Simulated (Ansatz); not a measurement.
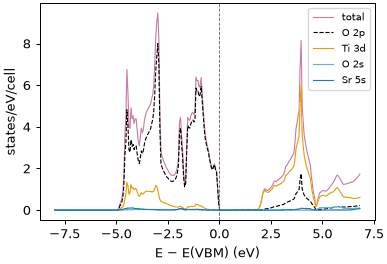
Total and projected density of states of SrTiO3 (cubic perovskite, Pm-3m), DFT-LDA in the program Ansatz with PAW potentials

Which orbitals carry the states next to the gap?

Top 1 eV of the valence band: O 2p 95 %. Bottom 1 eV of the conduction band: Ti 3d 88 %, O 2p 9 %. Projections are on Löwdin-orthogonalised atomic valence shells; empty p or d shells of many metals are not among them.

Where is the tallest occupied peak in this window, and what makes it?

Near -3.0 eV, about 9.5 states/eV per cell; the largest projected share is O 2p.

The LDA relaxation kept the symmetry of its start. At this level the phase is dynamically unstable (imaginary phonons). The run is not spin-polarised. Spin–orbit coupling is left out wherever it is not named.

Potentials: the earlier of the program's two PAW sets. The files were generated under PBE; for other functionals the program regenerates the frozen cores, and for LDA and PBEsol the local potential too.
